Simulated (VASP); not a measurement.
Band structure of ZnCu$_{2}$SnS$_{4}$ (space group I-42m). Calculation: LDA (Ceperley-Alder, Perdew-Zunger), VASP's LDA PAW potentials (set 64) (plane waves; VASP 6.6.1).

Unless said otherwise, spin-orbit coupling is left out, though it shifts the bands of the heavy elements here.

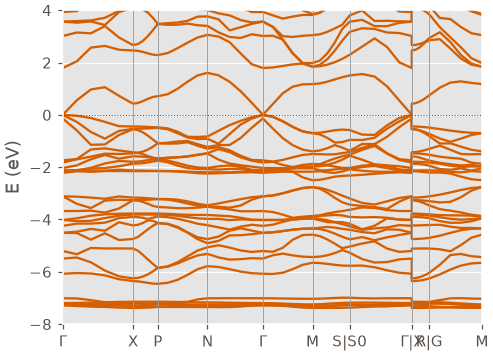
Fig. 1. Bands along high-symmetry lines, zero at the valence-band maximum or, without a gap, the Fermi level

Problem. Read the plot: is there a gap, and where are the band edges?

Solution. It has no gap at this level: it comes out as a metal or semimetal.

The structure comes from a computed database's ZnCu2SnS4 entry (I-42m); how it stands against other phases isn't given here. The cell was not relaxed at this level. The k-mesh is coarse (spacing up to 0.33 per Å, 2π included), so the numbers may not be converged in it.
